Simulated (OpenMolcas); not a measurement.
A ladder of methods for CH7BSi (SMILES CB[SiH3])

CH7BSi has 10 atoms, charge 0, and is taken as a singlet. As SMILES, `CB[SiH3]`. Geometry: relaxed at PBE0-D4/def2-TZVP.

Quantity: the HOMO–LUMO gap, in eV. The values are calculated.

```csv
level,kind,program,value (eV),CPU time
HF/6-311+G**,Hartree–Fock,OpenMolcas,12.17,39 s
SVWN5/6-311+G**,LDA,OpenMolcas,3.77,80 s
PBE/6-311+G**,GGA,OpenMolcas,3.94,93 s
revPBE/6-311+G**,GGA,OpenMolcas,4.01,80 s
TPSS/6-311+G**,meta-GGA,OpenMolcas,4.30,2 min
r2SCAN/6-311+G**,meta-GGA,OpenMolcas,4.53,1.8 min
B3LYP/6-311+G**,global hybrid,OpenMolcas,5.76,98 s
BHLYP/6-311+G**,global hybrid,OpenMolcas,8.34,95 s
```

The values span 3.77 to 12.17 eV. Orbital gaps aren't excitation energies; they tend to grow with the share of exact exchange. Times are those of the runs behind each value, whatever else they computed, on shared processors of several kinds: orders of magnitude only.

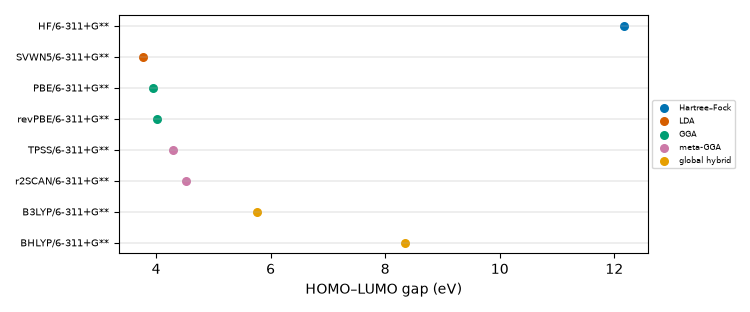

The values of the table, level by level.
